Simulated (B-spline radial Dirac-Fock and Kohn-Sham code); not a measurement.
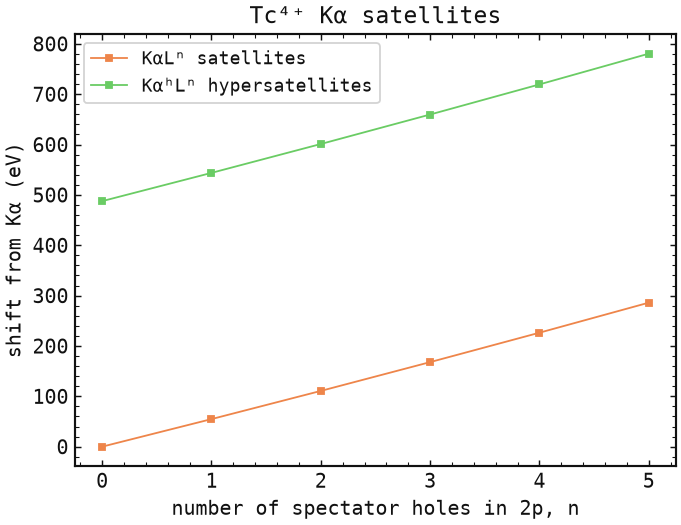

Fig. 1. Shifts of Kα satellites and hypersatellites with the number of spectator holes in 2p, counted from the Kα line without spectators. It refers to technetium in charge state +4 (Tc⁴⁺) ([Kr] 4d3). Level of theory: Dirac–Fock ΔSCF (average of configuration, Fermi nucleus, Breit and QED terms, no correlation); calculated with a radial B-spline solver.

What can be read from it?

The Kα centroid lies at 18.326 keV. One spectator hole shifts it by 54.8 eV and 5 holes by 286 eV; the steps grow from 54.8 eV to 59.7 eV. The hypersatellite (both 1s electrons missing) lies 488 eV above Kα as an average over its terms.
